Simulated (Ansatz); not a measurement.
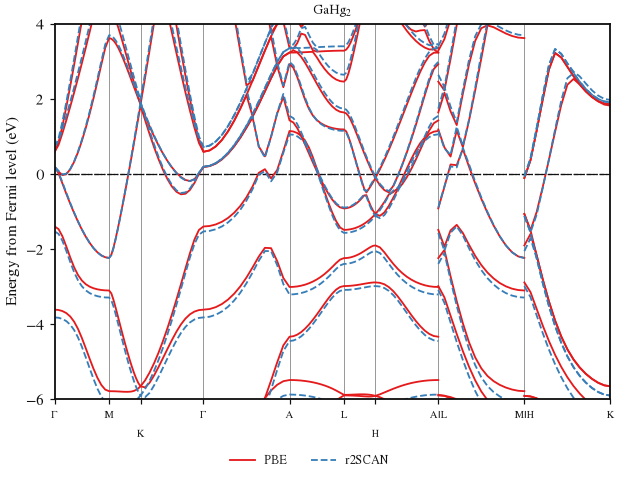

Band structures of GaHg$_{2}$, space group P6/mmm, 3 atoms in the cell, by two methods on the same cell. Each is counted from its own Fermi level.

What changes from one method to the other?

Answer. Both give a metal. The 5 bands that come within 1 eV of the Fermi level differ by 0.10 eV on average and by 0.30 eV at most (between M and K).

Settings. PBE: DFT PBE, scalar-relativistic, plane waves, PAW, no spin polarisation, 12×12×14 k mesh, 420 eV cutoff (Ansatz 0.2.0). r2SCAN: DFT r2SCAN, scalar-relativistic, plane waves, PAW, no spin polarisation, 12×12×14 k mesh, 500 eV cutoff, Gaussian smearing of 0.1 eV (Ansatz 0.2.0).

The structure is an invented one, so it need not be a known or stable phase. Spin-orbit coupling is left out, which matters for Hg.
